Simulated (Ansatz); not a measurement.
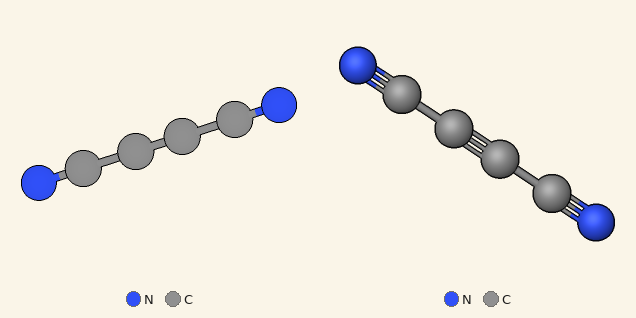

The same structure drawn twice, from different directions.

The geometry was computed by an optimisation with PBE0-D4/def2-TZVP.

Count the atoms of each element.

C4N2, 6 atoms: 4 carbon and 2 nitrogen.

Name functional groups in it.

Among them: nitrile, alkyne.

Give the symmetry (Schoenflies symbol).

D∞h.

How many bonds of each kind are drawn?

3 C–C, 2 C–N.

More results for the same structure follow; atom numbers are the same in all pictures, views and colours differ.

## Vibrations

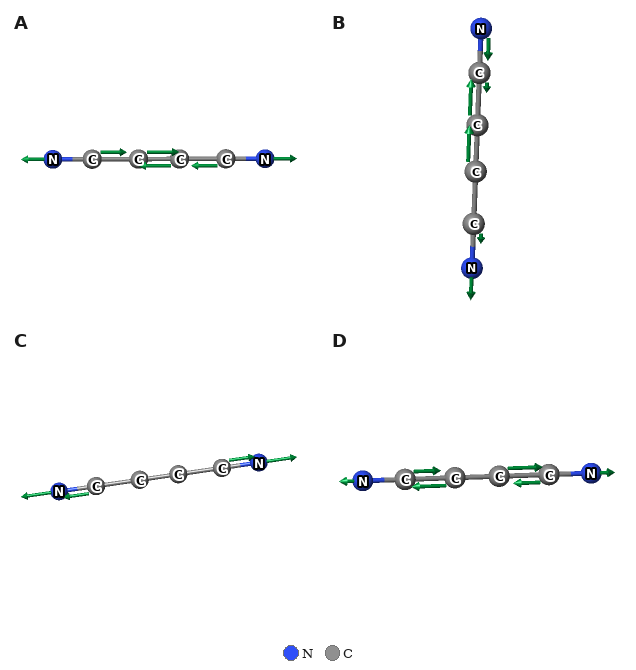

4 normal modes of one molecule or complex, as arrows. Harmonic vibrations computed with RKS PBE0-D4/def2-TZVP (Ansatz 0.2.0) at a stationary point of the same level.

Match the panels to the wavenumbers 623 cm⁻¹, 1201 cm⁻¹, 2243 cm⁻¹, 2416 cm⁻¹.

A: 2243 cm⁻¹
B: 1201 cm⁻¹, out-of-phase stretching of 2 C–C bonds
C: 623 cm⁻¹
D: 2416 cm⁻¹, out-of-phase stretching of 3 C–C bonds

## Thermal motion

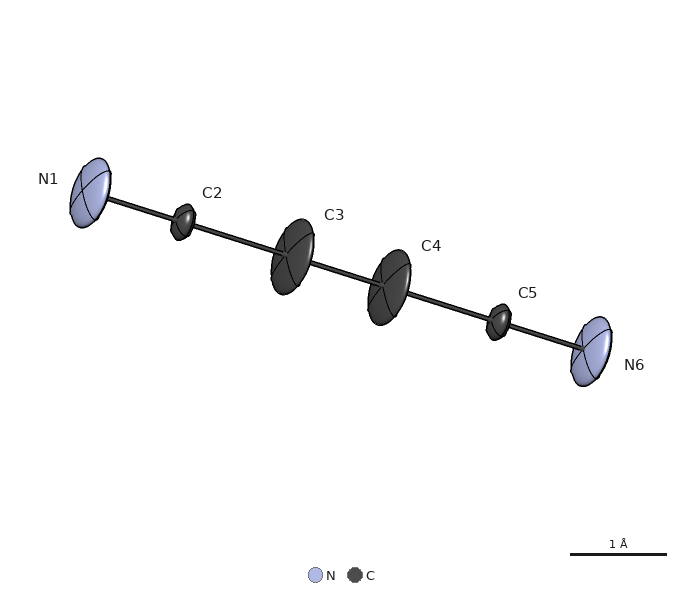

Displacement ellipsoids at the 50 % level, enlarged 2 times, from the internal vibrations of the free molecule (harmonic, no overall translation or rotation; no half-axis is drawn under 0.075 Å). Vibrations computed with RKS PBE0-D4/def2-TZVP (Ansatz 0.2.0). Temperature: 400 K.

Which atom moves most?

C3, C4, with U_eq = 0.0119 Å².

Give the displacement parameters, one line for each set of equivalent atoms.

```
  atom  U_eq (Å²)   rms amplitudes (Å)
N1, N6     0.0103  0.033, 0.122, 0.122
C2, C5     0.0030  0.031, 0.064, 0.064
C3, C4     0.0119  0.027, 0.132, 0.132
```

## Charges

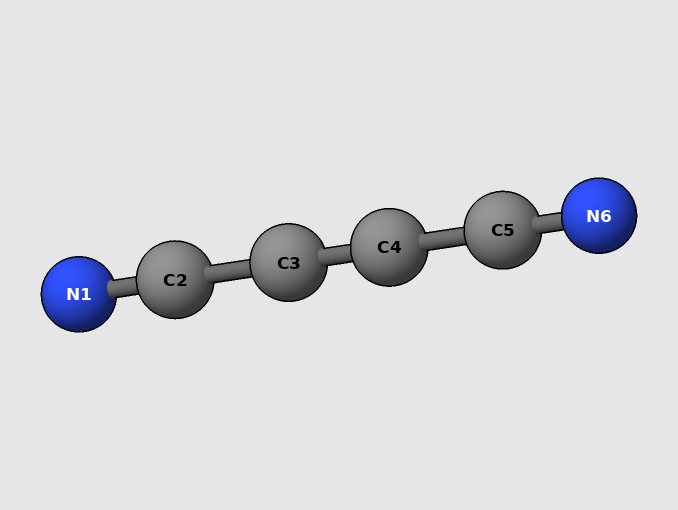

The questions are on Mulliken charges. Properties computed with RKS B3LYP-D4/def2-TZVPP (Ansatz 0.2.0).

Give the Mulliken charges atom by atom.

```csv
atom,value (e)
N1,0.07
C2,−0.17
C3,0.11
C4,0.11
C5,−0.17
N6,0.07
```

Mulliken values depend strongly on the basis set and can even reverse the polarity of a bond.
